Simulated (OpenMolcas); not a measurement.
# One shape, several levels: quartet NH+

We compute a comparison of 6 runs (UHF/6-311G, U-r2SCAN/6-311G, UM06-2X/6-311G, USVWN5/6-311G, ROMP2/6-311G, ROCCSD(T)/6-311G) of quartet NH+. 

Program for the calculation: OpenMolcas 26.06.

## (1) The structure to begin with

The species is NH+ (2 atoms), meant as a quartet with charge +1. SMILES of the parent species: `[NH+]`. Geometry: relaxed at GFN2-xTB. That shape belongs to the parent species and isn't relaxed for this state.

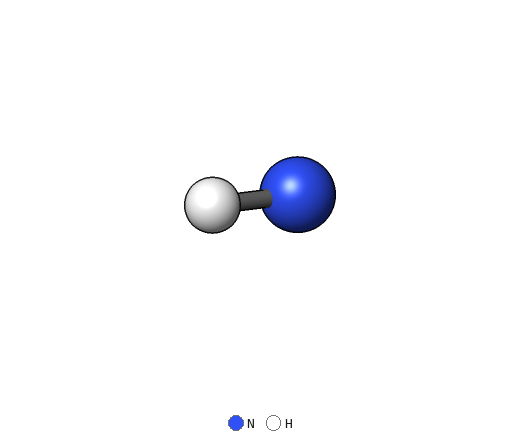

The structure, seen from a chosen angle (nitrogen blue, hydrogen white).

## (2) The energy at UHF/6-311G (run 1)

Contents of test.input:

```
&GATEWAY
 BasLib = $CurrDir
 Coord
 2
 angstrom
 N        0.000000       0.000000       0.000000
 H        0.000000       0.000000       1.092650
 Basis = 6-311G
 Group = NoSym

&SEWARD

&SCF
 UHF
 Charge = 1
 Spin = 4
 Thresholds = 1e-10 1e-07 1e-07 1e-05
 PrOrbitals = 1 1
```

The basis set 6-311G is read from a file made from the Basis Set Exchange's data (not shown).

Command:

```
export MOLCAS_MEM=1860
pymolcas test.input > test.log
```

What it wrote:

```text
--- Start Module: gateway ---
[...]
--- Stop Module: gateway /rc=_RC_ALL_IS_WELL_ ---
--- Start Module: seward ---
[...]
      Basis functions           16
--- Stop Module: seward /rc=_RC_ALL_IS_WELL_ ---
--- Start Module: scf ---
[...]
       Convergence after  14 Iterations
[...]
::    Total SCF energy                                -54.5278644993
[...]
      Total spin, S                                     1.5009915695
[...]
      Total electronic charge=    7.000000
      Total            charge=    1.000000
[...]
      Dipole Moment (debye):
      Origin of the operator (angstrom)=    0.0000    0.0000    0.0734
                   X= -6.0744E-17               Y=  5.4279E-16               Z=  1.7633E+00           Total=  1.7633E+00
      Center of Charge (angstrom)
[...]
--- Stop Module: scf /rc=_RC_ALL_IS_WELL_ ---
[...]
```

Wall time 1.8 s (1 thread of Arm Neoverse V1, shared host); peak memory 0.37 GiB.

## (3) The energy at U-r2SCAN/6-311G (run 2)

test.input: that of step 2 with these lines changed.

```diff
@@ -11,2 +11,5 @@
 &SEWARD
+ GridInput
+ Grid=UltraFine
+ End of Grid
 
@@ -16,2 +19,5 @@
  Spin = 4
+ KSDFT = 2
+ 1.0 MGGA_X_R2SCAN
+ 1.0 MGGA_C_R2SCAN
  Thresholds = 1e-10 1e-07 1e-07 1e-05
```

The basis set 6-311G is read from a file made from the Basis Set Exchange's data (not shown).

Command:

```
export MOLCAS_MEM=1860
pymolcas test.input > test.log
```

What it wrote:

```text
--- Start Module: gateway ---
[...]
--- Stop Module: gateway /rc=_RC_ALL_IS_WELL_ ---
--- Start Module: seward ---
[...]
      Basis functions           16
--- Stop Module: seward /rc=_RC_ALL_IS_WELL_ ---
--- Start Module: scf ---
[...]
       Convergence after  13 Iterations
[...]
::    Total KS-DFT energy                             -54.7067117438
[...]
      Total spin, S                                     1.5006062348
[...]
      Total electronic charge=    7.000000
      Total            charge=    1.000000
[...]
      Dipole Moment (debye):
      Origin of the operator (angstrom)=    0.0000    0.0000    0.0734
                   X=  4.7333E-16               Y=  3.3772E-16               Z=  1.7697E+00           Total=  1.7697E+00
      Center of Charge (angstrom)
[...]
--- Stop Module: scf /rc=_RC_ALL_IS_WELL_ ---
[...]
```

Run time: 5.1 s. Hardware: 1 thread of Arm Neoverse V1, shared host; peak memory 0.37 GiB.

Runs 3 to 5 aren't shown in full; the table further down has their settings and results.

## (4) The energy at ROCCSD(T)/6-311G (run 6)

Contents of test.inp:

```
&GATEWAY
  BasLib=$CurrDir
  Coord
  2
  angstrom
  N        0.000000       0.000000       0.000000
  H        0.000000       0.000000       1.092650
  Basis=6-311G
  Group=NoSym

&SEWARD

&SCF
  UHF
  Charge=1
  Spin=4
  Thresholds=1e-10 1e-07 1e-07 1e-05
  PrOrbitals=1 1

&RASSCF
  FileOrb=$Project.UnaOrb
  Spin=4
  Nactel=3 0 0
  Inactive=2
  Ras2=3
  OutOrbitals=Canonical
  OrbListing=Nothing

&MOTRA
  JobIph
  Frozen=1

&CCSDT
  CCT
  Triples=3
  Iterations=80
  Accuracy=1e-08
  Extrapolation=5 4
```

The basis set 6-311G is read from a file made from the Basis Set Exchange's data (not shown).

Command:

```
export MOLCAS_MEM=1860
pymolcas test.inp > test.log
```

What it wrote:

```text
--- Start Module: gateway ---
[...]
--- Stop Module: gateway /rc=_RC_ALL_IS_WELL_ ---
[...]
      Basis functions           16
[...]
       Convergence after  14 Iterations
[...]
::    Total SCF energy                                -54.5278644993
[...]
      Total spin, S                                     1.5009915695
[...]
      Number of active orbitals                  3
[...]
      Spin quantum number                      1.5
[...]
      Active orbitals                            3
[...]
      Number of CSFs                             1
[...]
      Number of root(s) required                 1
[...]
      Convergence after  6 iterations
[...]
      printout of CI-coefficients larger than  0.05 for root  1
      energy=     -54.525688
      conf/sym  111     Coeff  Weight
             1  uuu   1.00000 1.00000
      Natural orbitals and occupation numbers for root  1
      sym 1:   1.000000   1.000000   1.000000
      ************************************************************************************************************************
      *                                                    Final results                                                     *
[...]
::    RASSCF root number  1 Total energy:    -54.52568804
[...]
      Total electronic charge=    7.000000
      Total            charge=    1.000000
[...]
      Dipole Moment (debye):
      Origin of the operator (angstrom)=    0.0000    0.0000    0.0734
                   X=  7.8722E-08               Y=  2.3144E-08               Z=  1.7405E+00           Total=  1.7405E+00
      Center of Charge (angstrom)
[...]
--- Start Module: motra ---
[...]
      *** WARNING: Default frozen orbitals is overwritten by user input.
      *** Default values:   1
[...]
--- Stop Module: motra /rc=_RC_ALL_IS_WELL_ ---
--- Start Module: ccsdt ---
[...]
      Convergence after                    14  Iterations
      Total energy (diff) :     -54.57507317       0.00000001
[...]
 METHOD                       : CCSD+T(CCSD)+<T3(1)WT1>+<T3(1)UT2> = CCSD(T)
[...]
       CCSD     =       -54.5750731695667
[...]
--- Stop Module: ccsdt /rc=_RC_ALL_IS_WELL_ ---
[...]
```

Run time: 2.6 s. Hardware: 1 thread of Arm Neoverse V1, shared host; peak memory 0.37 GiB.

## (5) Overview of the runs

| run | level | integration grid | frozen core orbitals | energy (Eh) | HOMO energy (eV) | LUMO energy (eV) | ⟨S²⟩ | wall time |
| --- | --- | --- | --- | --- | --- | --- | --- | --- |
| 1 | UHF/6-311G | – | – | -54.527864 | -28.18 | -10.38 | 3.754 | 1.8 s |
| 2 | U-r2SCAN/6-311G | UltraFine | – | -54.706712 | -20.91 | -17.11 | 3.752 | 5.1 s |
| 3 | UM06-2X/6-311G | UltraFine | – | -54.703251 | -23.97 | -16.03 | 3.752 | 5.1 s |
| 4 | USVWN5/6-311G | UltraFine | – | -54.244849 | -20.17 | -18.79 | 3.752 | 3.3 s |
| 5 | ROMP2/6-311G | – | 1 | -54.568995 | – | – | – | 2.6 s |
| 6 | ROCCSD(T)/6-311G | – | 1 | -54.575531 | – | – | – | 2.6 s |

## (6) Outcome

```
             quantity         value
  run 6: total energy  -54.57553 Eh
run 6: (T) correction     -0.46 mEh
```

In words: Totals of different functionals can't be ranked against each other. All runs together took 21 s, the longest 5.1 s.
